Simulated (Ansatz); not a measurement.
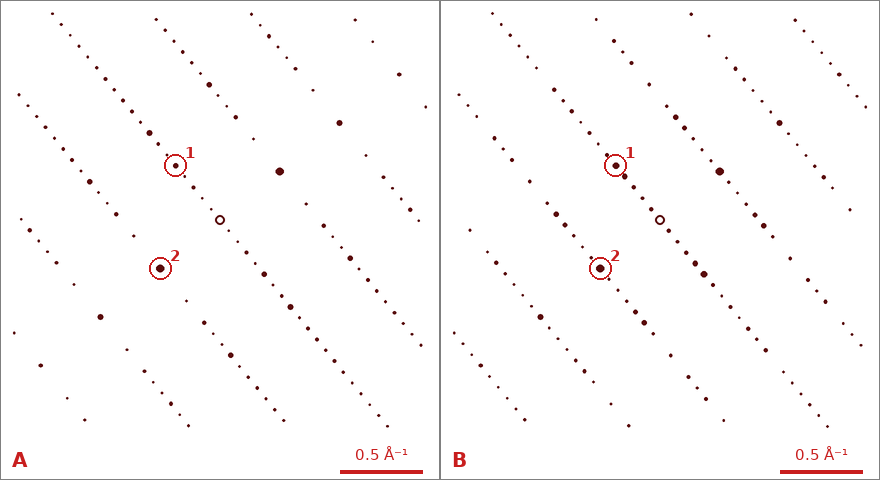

Kinematic electron diffraction patterns (300 kV, B = 0.5 Å², same scale) along [1-10] of the run's own cell, for the start and the end of one relaxation of Cd4AgAs3 with DFT, PAW plane waves, pbe (Ansatz 0.2.0). k mesh 5×5×5. The start is a generated model structure, and the relaxation ends in the nearest stationary point of its symmetry, not necessarily the ground state. Spot 1 is 0 0 -5 and spot 2 is 1 1 0 in both.

Start structure:

```yaml
crystal:
  lattice:
    - [4.23337, 0.00000, 0.00000]
    - [-2.11668, 3.66620, 0.00000]
    - [-2.11668, 1.22207, 11.64982]
  atoms:
    - { symbol: Ag, position: [0.50000, 0.50000, 0.50000] }
    - { symbol: Cd, position: [0.08647, 0.91353, 0.25941] }
    - { symbol: Cd, position: [0.91353, 0.08647, 0.74059] }
    - { symbol: Cd, position: [0.30242, 0.69758, 0.90726] }
    - { symbol: Cd, position: [0.69758, 0.30242, 0.09274] }
    - { symbol: As, position: [0.23100, 0.76900, 0.69300] }
    - { symbol: As, position: [0.76900, 0.23100, 0.30700] }
    - { symbol: As, position: [0.00000, 0.00000, 0.00000] }
```

Which pattern belongs to the start structure, and which to the relaxed one?

B is the start: its cell gives d(1) = 2.330 Å, d(2) = 2.117 Å and an angle of 90.0°. The spot positions hardly differ, so the intensities decide: those computed from the start structure match B, and A is the relaxed structure.

Name reflections whose intensity changes strongly on relaxation.

1 1 4, 2 2 4 fade out of sight; 0 0 13 comes into sight; 0 0 4 goes from 19 to 0.1 % of the strongest spot; 0 0 8 goes from 3.9 to 25 % of the strongest spot; 1 1 8 goes from 2.4 to 16 % of the strongest spot.

What did the relaxation do to the structure and the energy?

The cell was held fixed; with the mean shift removed, the atoms moved by up to 0.71 Å relative to the cell (As most); the space group stayed R-3m (No. 166); the free energy fell by 200 meV an atom.
